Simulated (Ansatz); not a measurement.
# One shape, several levels: triplet SiNH4ClO

Aim: a comparison of 6 runs (U-revPBE/6-31G*, U-wB97M-V/6-31G*, UB3LYP/6-31G*, UCAM-B3LYP/6-31G*, UHSE06/6-31G*, UPBE-QIDH/6-31G*) of triplet SiNH4ClO. 

The results are computed with Ansatz 0.2.0.

128 further runs of the same task are left out: 128 set aside as unsound or not needed.

## 1. Starting point

The species is SiNH4ClO (8 atoms), meant as a triplet with charge 0. SMILES of the parent species: `N[SiH](O)Cl`. The shape is that of a PBE0-D4/def2-TZVP optimisation. This is one conformer, not always the lowest. That shape belongs to the parent species and isn't relaxed for this state.

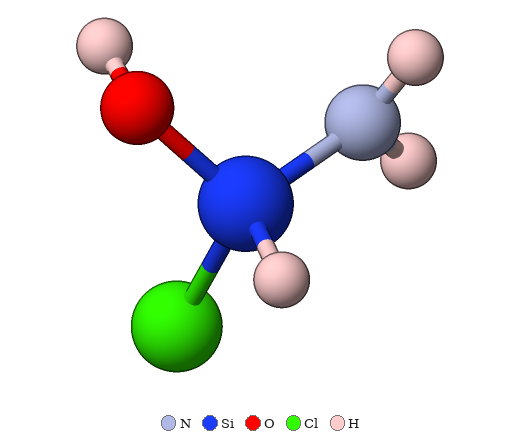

The structure, seen from a chosen angle (nitrogen light blue, silicon blue, oxygen red, chlorine green, hydrogen pink).

## 2. The energy at U-revPBE/6-31G(d) (spherical functions) (run 1)

The input, input.yaml:

```yaml
crystal:
  periodic: [false, false, false]
  atoms:
    - symbol: N
      position_ang: [-0.749800, 0.885600, -0.289000]
    - symbol: Si
      position_ang: [0.524400, -0.226200, -0.115300]
    - symbol: O
      position_ang: [0.551300, -0.861300, 1.386900]
    - symbol: Cl
      position_ang: [0.173100, -1.641600, -1.566900]
    - symbol: H
      position_ang: [-1.217200, 0.998000, -1.172700]
    - symbol: H
      position_ang: [-0.806900, 1.712400, 0.283000]
    - symbol: H
      position_ang: [1.896700, 0.277200, -0.308600]
    - symbol: H
      position_ang: [-0.279500, -1.201200, 1.726700]
basis:
  gaussian:
    orbitals: 6-31G_st_-spherical.json
output:
  orbitals: {seedname: orbitals}
accuracy: high
magnetization:
  spin_polarized: true
  initial_magnetization: 2
hamiltonian:
  xc: {name: revPBE}
```

The basis set 6-31G* is read from a file made from the Basis Set Exchange's data (not shown).

On the command line:

```sh
$ ansatz run input.yaml --threads 1 --pin off --max-ram 3480MiB --events-out events.jsonl --progress --plain --runs-dir runs
```

Output:

```text
Warning: RAYON_NUM_THREADS=1 ignored (pool sized by the plan → 1); use --threads N
Functional definition: revPBE
  name "revPBE"
  parameter kappa = 1.245
  parameter beta = 0.06672455060314922
  exchange = pbe_x(kappa = kappa, mu = beta*pi^2/3)
  correlation = pbe_c(beta = beta)
1602 factors; integrals over basis functions are off by at most 3.7e-9 eV
mean field evaluation 1: about -23974.6246 eV, gradient 6.0e1 eV
mean field evaluation 2: about -23857.5085 eV, gradient 1.6e2 eV
mean field evaluation 4: about -23972.8524 eV, gradient 5.8e1 eV
mean field evaluation 8: about -23992.2400 eV, gradient 1.7e0 eV
mean field evaluation 16: about -23992.2677 eV, gradient 1.2e-2 eV
mean field evaluation 32: about -23992.2677 eV, gradient 1.5e-7 eV
mean field evaluation 64: about -23992.2574 eV, gradient 1.1e0 eV
mean field evaluation 96: about -23992.1656 eV, gradient 2.2e0 eV
mean field -23992.26770372 eV, -881.6995755687 hartree, gradient 5.4e-8 eV, S^2 2.002741; 10 other end points of the search recorded, 0 dependent functions left out
reference -23992.26770804 eV, -881.6995757274 hartree; 26, 24 occupied and 46, 48 virtual orbitals, 1602 factors
Total energy: -23992.26770804 eV, -881.6995757274 hartree
```

Wall time 11 s (1 thread of Intel Xeon 6975P-C (Granite Rapids), shared host); peak memory 0.26 GiB.

## 3. A single-point energy at U-wB97M-V/6-31G(d) (spherical functions) (run 2)

The input, job.yaml:

```yaml
crystal:
  periodic: [false, false, false]
  atoms:
    - symbol: "N"
      position_ang: [-0.749800, 0.885600, -0.289000]
    - symbol: Si
      position_ang: [0.524400, -0.226200, -0.115300]
    - symbol: O
      position_ang: [0.551300, -0.861300, 1.386900]
    - symbol: Cl
      position_ang: [0.173100, -1.641600, -1.566900]
    - symbol: H
      position_ang: [-1.217200, 0.998000, -1.172700]
    - symbol: H
      position_ang: [-0.806900, 1.712400, 0.283000]
    - symbol: H
      position_ang: [1.896700, 0.277200, -0.308600]
    - symbol: H
      position_ang: [-0.279500, -1.201200, 1.726700]
basis:
  gaussian: {orbitals: 6-31G_st_-spherical.json}
magnetization: {spin_polarized: true, initial_magnetization: 2}
hamiltonian: {xc: {name: wB97M-V}}
accuracy: high
output: {orbitals: {seedname: orbitals}}
```

The basis set 6-31G* is read from a file made from the Basis Set Exchange's data (not shown).

On the command line:

```sh
$ ansatz run job.yaml --threads 1 --pin off --max-ram 3480MiB --events-out events.jsonl --progress --plain --runs-dir runs
```

Output, shortened:

```text
Warning: RAYON_NUM_THREADS=1 ignored (pool sized by the plan → 1); use --threads N
Functional definition: wB97M-V
  name "wB97M-V"
[...]
  gx(w, u) = 1 - cx + cx01*u + cx10*w
  gss(w, u) = css00 + css04*u^4 + css10*w + css20*w^2 + css43*w^4*u^3
  gos(w, u) = cos00 + cos10*w + (cos20 + cos21*u)*w^2 + (cos60 + cos61*u)*w^6
[...]
      + integral(e_c_pw_mod_opposite_spin*gos(b97_w_opposite, b97_u_opposite)) + vv10(b, c)
1602 factors; integrals over basis functions are off by at most 3.7e-9 eV
335 factors; integrals over basis functions are off by at most 3.2e-9 eV
[...]
mean field -23994.82540366 eV, -881.7935693076 hartree, gradient 6.4e-8 eV, S^2 2.003390; 4 other end points of the search recorded, 0 dependent functions left out
reference -23994.82540766 eV, -881.7935694547 hartree; 26, 24 occupied and 46, 48 virtual orbitals, 1602 factors
Total energy: -23994.82540766 eV, -881.7935694547 hartree
```

Run time: 82 s. Hardware: 1 thread of Intel Xeon 6975P-C (Granite Rapids), shared host; peak memory 0.94 GiB.

Run 3 isn't shown in full; the table further down has it.

## 4. The energy at UCAM-B3LYP/6-31G(d) (spherical functions) (run 4)

The input, run.yaml:

```yaml
basis:
  gaussian: {orbitals: 6-31G_st_-spherical.json}
crystal:
  periodic: [false, false, false]
  atoms:
    - {symbol: N, position_ang: [-0.749800, 0.885600, -0.289000]}
    - {symbol: Si, position_ang: [0.524400, -0.226200, -0.115300]}
    - {symbol: O, position_ang: [0.551300, -0.861300, 1.386900]}
    - {symbol: Cl, position_ang: [0.173100, -1.641600, -1.566900]}
    - {symbol: H, position_ang: [-1.217200, 0.998000, -1.172700]}
    - {symbol: H, position_ang: [-0.806900, 1.712400, 0.283000]}
    - {symbol: H, position_ang: [1.896700, 0.277200, -0.308600]}
    - {symbol: H, position_ang: [-0.279500, -1.201200, 1.726700]}
magnetization: {spin_polarized: true, initial_magnetization: 2}
hamiltonian: {xc: {name: CAM-B3LYP}}
accuracy: high
output: {orbitals: {seedname: orbitals}}
```

The basis set 6-31G* is read from a file made from the Basis Set Exchange's data (not shown).

On the command line:

```sh
$ ansatz run run.yaml --threads 1 --pin off --max-ram 3480MiB --events-out events.jsonl --progress --plain --runs-dir runs
```

Output, shortened:

```text
Warning: RAYON_NUM_THREADS=1 ignored (pool sized by the plan → 1); use --threads N
Functional definition: CAM-B3LYP
  name "CAM-B3LYP"
[...]
1602 factors; integrals over basis functions are off by at most 3.7e-9 eV
388 factors; integrals over basis functions are off by at most 3.1e-9 eV
[...]
mean field -23996.37901938 eV, -881.8506636323 hartree, gradient 8.2e-8 eV, S^2 2.003528; 4 other end points of the search recorded, 0 dependent functions left out
reference -23996.37903823 eV, -881.8506643249 hartree; 26, 24 occupied and 46, 48 virtual orbitals, 1602 factors
Total energy: -23996.37903823 eV, -881.8506643249 hartree
```

It took 12 s on 1 thread of Intel Xeon 6975P-C (Granite Rapids), shared host; peak memory 0.4 GiB.

Run 5 isn't shown in full; the table further down has it.

## 5. A single-point energy at UPBE-QIDH/6-31G(d) (spherical functions) (run 6)

The input, in.yaml:

```yaml
crystal:
  periodic: [false, false, false]
  atoms:
    - {symbol: N, position_ang: [-0.749800, 0.885600, -0.289000]}
    - {symbol: Si, position_ang: [0.524400, -0.226200, -0.115300]}
    - {symbol: O, position_ang: [0.551300, -0.861300, 1.386900]}
    - {symbol: Cl, position_ang: [0.173100, -1.641600, -1.566900]}
    - {symbol: H, position_ang: [-1.217200, 0.998000, -1.172700]}
    - {symbol: H, position_ang: [-0.806900, 1.712400, 0.283000]}
    - {symbol: H, position_ang: [1.896700, 0.277200, -0.308600]}
    - {symbol: H, position_ang: [-0.279500, -1.201200, 1.726700]}
basis:
  gaussian:
    orbitals: 6-31G_st_-spherical.json
magnetization:
  spin_polarized: true
  initial_magnetization: 2
hamiltonian:
  xc: {name: PBE-QIDH}
correlation:
  frozen_orbitals: {Cl: 5, H: 0, "N": 1, O: 1, Si: 5}
accuracy: high
output: {orbitals: {seedname: orbitals}}
```

The basis set 6-31G* is read from a file made from the Basis Set Exchange's data (not shown).

On the command line:

```sh
$ ansatz run in.yaml --threads 1 --pin off --max-ram 3480MiB --events-out events.jsonl --progress --plain --runs-dir runs
```

Output, shortened:

```text
Warning: RAYON_NUM_THREADS=1 ignored (pool sized by the plan → 1); use --threads N
Functional definition: PBE-QIDH
  name "PBE-QIDH"
[...]
1602 factors; integrals over basis functions are off by at most 3.7e-9 eV
[...]
mean field -23973.42497072 eV, -881.0071179028 hartree, gradient 9.8e-8 eV, S^2 2.005462; 4 other end points of the search recorded, 0 dependent functions left out
12 core orbitals not correlated: weight in the atoms' cores, before any rotation towards them, 1.000 or more for the frozen orbitals, at most 0.000 for the correlated occupied ones
reference -23973.42497178 eV, -881.0071179419 hartree; 14, 12 occupied and 46, 48 virtual orbitals, 1602 factors
second order -16.12125032 eV of doubles, -0.00000000 eV of singles
Total energy: -23978.79872189 eV, -881.2045996159 hartree
```

Run time: 12 s. Hardware: 1 thread of Intel Xeon 6975P-C (Granite Rapids), shared host; peak memory 0.35 GiB.

## 6. Overview of the runs

```
run                                    level  frozen core orbitals  energy (Eh)  HOMO energy (eV)   ⟨S²⟩  wall time
  1    U-revPBE/6-31G* (spherical functions)                     –  -881.699576             -0.48  2.003       11 s
  2   U-wB97M-V/6-31G* (spherical functions)                     –  -881.793569             -3.01  2.003       82 s
  3      UB3LYP/6-31G* (spherical functions)                     –  -881.921987             -1.10  2.003       12 s
  4  UCAM-B3LYP/6-31G* (spherical functions)                     –  -881.850664             -2.19  2.004       12 s
  5      UHSE06/6-31G* (spherical functions)                     –  -881.452104             -0.93  2.004      9.3 s
  6   UPBE-QIDH/6-31G* (spherical functions)                    12  -881.204600             -2.31  2.005       12 s
```

## 7. Outcome

| quantity | value |
| --- | --- |
| run 6: total energy | -881.20460 Eh |
| run 6: HOMO energy (SCF part's orbitals) (highest over α and β) | -2.31 eV |
| run 6: ⟨S²⟩ | 2.005 |

**Reading.** Totals of different functionals can't be ranked against each other. All runs together took 2.3 min, the longest 82 s.
